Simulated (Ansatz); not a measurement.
**Fields on a plane of Na (hcp, Mg type)**

```yaml
crystal:
  lattice:
    - [3.76305, 0.00000, 0.00000]
    - [-1.88152, 3.25889, 0.00000]
    - [0.00000, 0.00000, 6.15358]
  atoms:
    - { symbol: Na, position: [0.33333, 0.66667, 0.25000] }
    - { symbol: Na, position: [0.66667, 0.33333, 0.75000] }
```

The slice is a (0001) plane (indices of the conventional cell) through the point (0.333, 0.667, 0.250) (fractional), spanned by u = [110] and v = [1 -1 0] in vectors of this cell: u (3.76 Å) and v (6.52 Å, at 90° to u). It covers one period; positions are fractions (u, v).

Atoms on it: Na at (0.00, 0.00); Na at (0.50, 0.50).

Method: r2SCAN (plane waves to 500 eV, PAW, scalar-relativistic; Ansatz, an electronic-structure program). k mesh 14×14×8. Near the nuclei the fields are pseudised (PAW); where an atom keeps semicore shells as valence, they peak there. Na was relaxed with its symmetry unable to fall. This is one of several known forms of Na; the measured ambient cells at hand have space group No. 229.

```
|xx@#  .+#+.  #@x|
|x@@=  :*%*:  =@@|
|%#=   -#%#-   =#|
|..   :*%@%*:   .|
|    :+%@@@%+:   |
|  .-*#%%%%%#*-. |
|=+*###*+++*###*+|
|%%##+-.. ..-+##%|
|%%#+:       :+#%|
|%%*:   ...   :*%|
|%#-   =#%#=   -#|
|#*.  =@@x@@=  .*|
|#+.  #@xxx@#  .+|
|#+  .%xxxxx%.  +|
|#+.  #@xxx@#  .+|
|%*:  =@@x@@=  :*|
|%#-   =#%#=   -#|
|@%*:   ...   :*%|
|@@%+:       :+%@|
|%%%#*-.   .-*#%%|
|++*###*+=+*###*+|
| ..-+##%%%##+-..|
|    :+#%%%#+:   |
|..   :*%%%*:   .|
|%#=   -#%#-   =#|
|x@@=  .*#*.  =@@|
|xx@#  .+#+.  #@x|
|xxx%.  +#+  .%xx|
```
Scale: ten equal steps from 0.02 (start of ' ') to 0.62 (end of '@'), in the order ' .:-=+*#%@'. Values: electron localisation function (ELF). The map has 16 points along u (one character each, u = 0 at the left) and 28 along v (v = 0 in the bottom row). Points within 0.5 Å of a nucleus are blanked (x), as the pseudised field means little there.

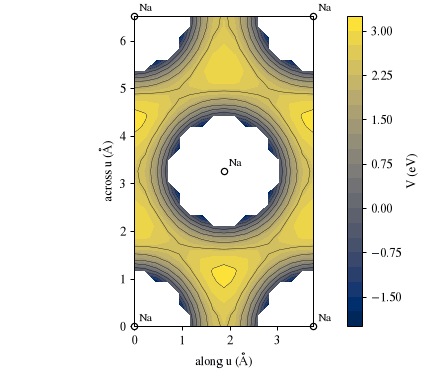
Figure. Electrostatic potential energy of an electron, from the cell's mean, in eV, one period of the plane, atoms marked. Points within 1 Å of a nucleus are left white, as the pseudised field means little there. The zero, the cell's mean, hangs on the PAW cores.

Density on the Na–Na line (3.76 Å) at its midpoint: 0.03 e/Å³
ELF at that point: 0.47
